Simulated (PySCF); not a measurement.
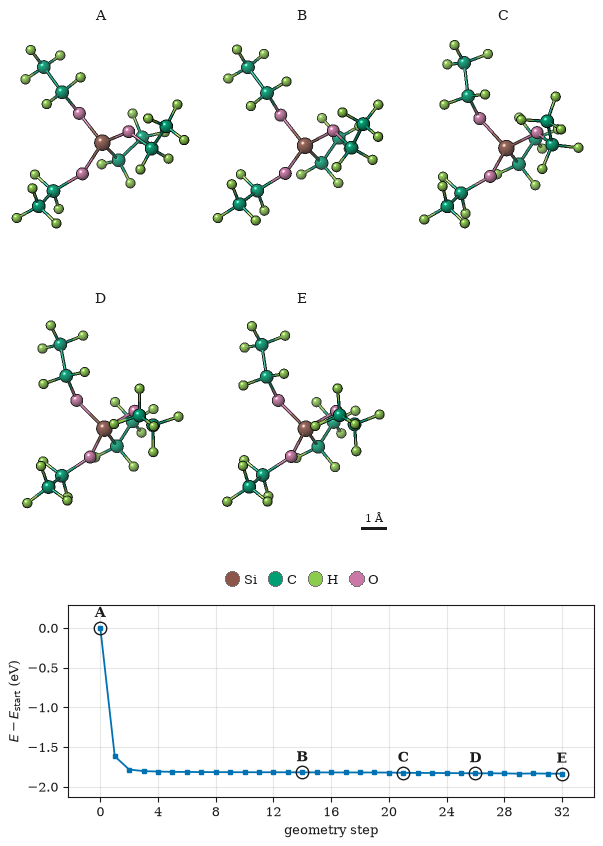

Frames of a relaxation of C8H20O3Si, marked on the history of the run. The picture is a ball-and-stick view, seen at a tilt.

The start comes from GFN2-xTB. Its atoms were then displaced at random by about 0.03 Å.

These are results of PBE0-D3(BJ)/def2-SVP geometry optimisation, gas phase in PySCF 2.14.0, density-fitted response routines, not measurements. 

Q: Describe the path.

A: The atom that moves furthest after the best rigid fit is an H atom (1.84 Å). Largest moves by element: H 1.84 Å, C 1.17 Å, O 0.51 Å, Si 0.23 Å. Among the contacts that change: C–H 0.980 → 1.104 Å, C–C 1.606 → 1.511 Å, O–Si 1.758 → 1.664 Å, C–H 1.189 → 1.101 Å. Bond angles that change, for instance: C–C–H 103.0° → 110.8°, Si–O–C 133.2° → 127.2°, Si–C–H 113.7° → 108.0°. Groups turn about C–O by about 80°, C–O by about 40°, O–Si by about 30°. Over 32 geometry steps the energy falls by 1.834 eV. From step 0 to 14: an H atom moves most (0.62 Å), energy −1.817 eV. From step 14 to 21: H atoms move most (1.04 Å), energy −0.006 eV. From step 21 to 26: an H atom moves most (0.92 Å), energy −0.006 eV. From step 26 to 32: an H atom moves most (0.12 Å), energy −0.004 eV.
